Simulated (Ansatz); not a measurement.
## Electronic structure of CH₄F₂OSi in real space

Input file:

```
crystal:
  periodic: [false, false, false]
  atoms:
    - { symbol: Si, position_ang: [0.0, 0.0, 0.0] }
    - { symbol: H, position_ang: [0.8436, 0.0, 1.4296] }
    - { symbol: O, position_ang: [1.8237, 0.0, 0.457] }
    - { symbol: C, position_ang: [2.5898, -1.1632, 0.1804] }
    - { symbol: H, position_ang: [1.9581, -1.9052, -0.3511] }
    - { symbol: H, position_ang: [3.4574, -0.8926, -0.4569] }
    - { symbol: H, position_ang: [2.9536, -1.6023, 1.1328] }
    - { symbol: F, position_ang: [-0.7489, 1.2974, -0.5295] }
    - { symbol: F, position_ang: [-0.7489, -1.2974, -0.5295] }
basis:
  gaussian: { orbitals: def2-SVP }
hamiltonian:
  xc: pbe0
relax:
  f_tol: 0.15
  max_steps: 25
  restrain:
    - { distance: [1, 2], at: 2.21, k: 30.0 }
    - { distance: [0, 1], at: 1.46, k: 30.0 }
    - { distance: [0, 2], at: 1.68, k: 30.0 }
output:
  orbitals: {}
```

Command:

```sh
ansatz run input.yaml --threads 2 --pin off --max-ram 3072MiB --backend cpu --events-out ev --progress --plain --runs-dir out
```

The fields are those of the run's last geometry, not of the input's.

Not at a stationary point (largest force 1.4 eV/Å).

Method: Ansatz 0.2.0, RKS PBE0/def2-SVP.

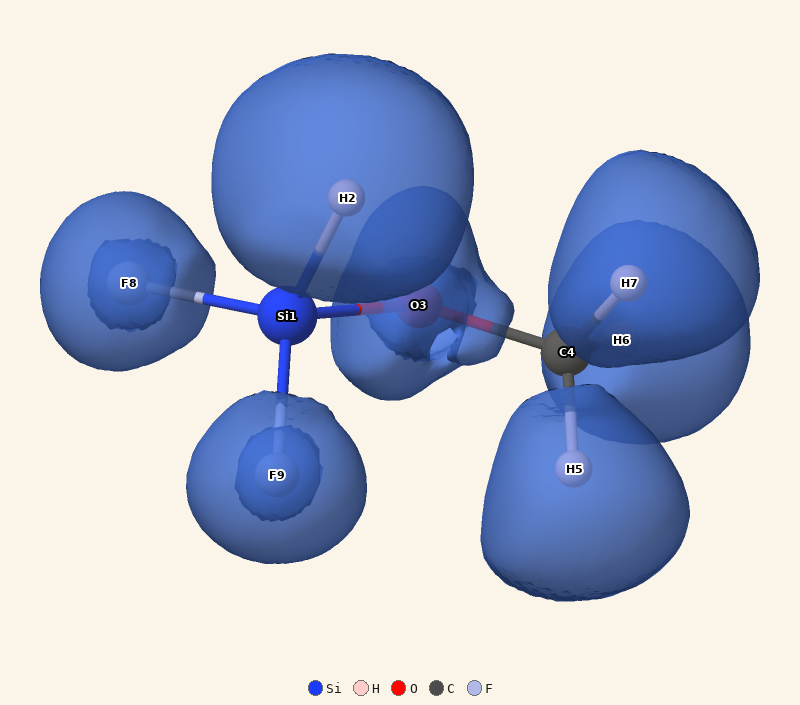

Figure 1. Isosurface of the electron localisation function at 0.75 (blue), seen at a tilt. Core shells and regions of very low density are left out.

Question: Describe the localisation domains.

Answer: The surface consists of four regions around hydrogen nuclei, one region on O in which the atom's valence shell and bonds are merged and two regions wrapped around F (its lone pairs, merged into a ring or cap). Profiles from the grid: C–O (1.40 Å): the ELF peaks at about 0.90 between the atoms: a polar covalent bond. Si–F (1.60 Å): the ELF peaks at about 0.85 in the valence shell of F, 0.6 Å from its nucleus, and is about 0.45 at the midpoint.

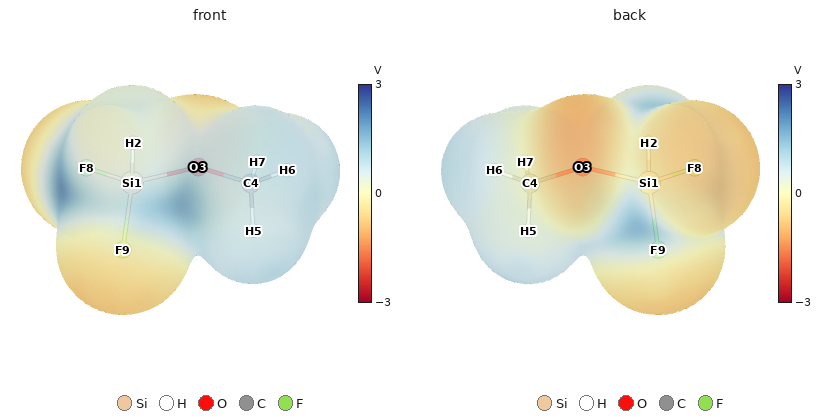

Figure 2. The molecular electrostatic potential painted on the density surface at 0.002 e/bohr³, seen from the front and from behind; red is negative and blue positive.

Question: Describe the electrostatic potential map.

Answer: The most negative region (about −1.1 V, or −25 kcal/mol for a unit charge) lies over O3, the most positive (about +1.9 V, or +44 kcal/mol for a unit charge) over Si1. O3 is the likeliest acceptor of a hydrogen bond.

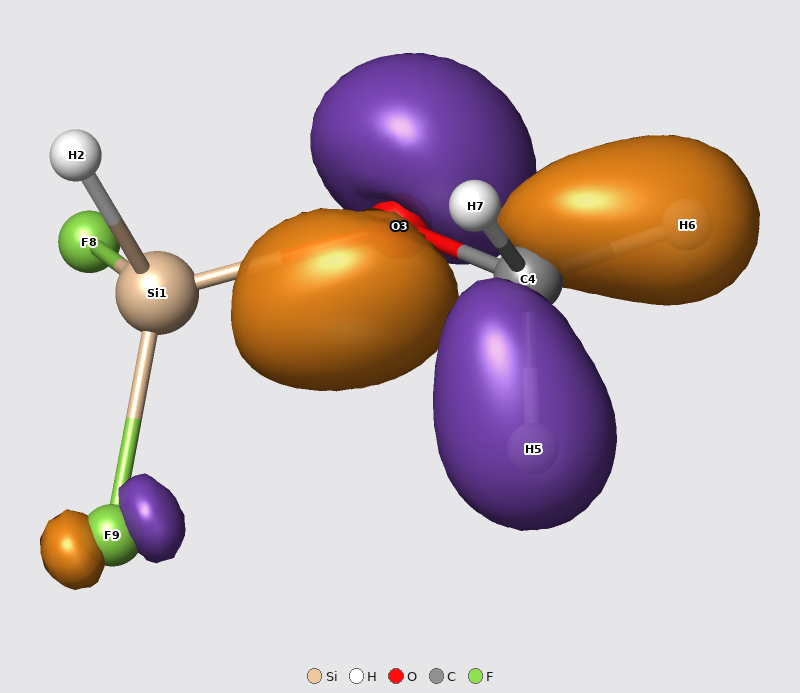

Figure 3. The HOMO−1 at ±0.2 Å⁻³ᐟ² (orange and purple are the two phases), seen at a tilt.

Question: What is the character of this orbital?

Answer: Its weight (Hirshfeld) is mainly on O3 (about 50 %), C4 (about 15 %), H5 (about 10 %), H6 (about 10 %) and Si1 (about 10 %). Its energy is −9.16 eV.
